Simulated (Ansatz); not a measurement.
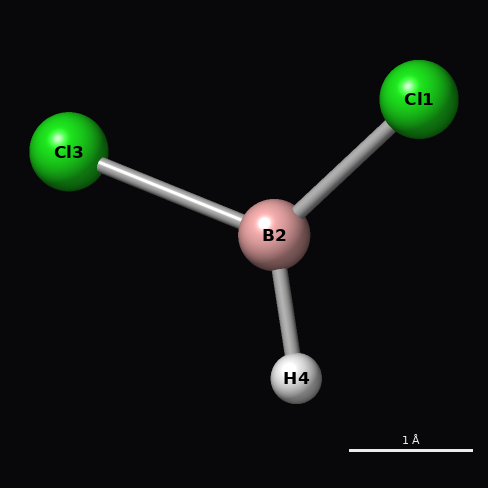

Figure made from data computed with Ansatz.

Atoms carry their numbers in the input. Geometry: moved along internal coordinates away from the minimum.

Which atoms are bonded, and how long are the bonds?

| bond | length (Å) | order |
| --- | --- | --- |
| Cl1–B2 | 1.734 | single |
| B2–Cl3 | 2.015 | single |
| B2–H4 | 1.187 | single |
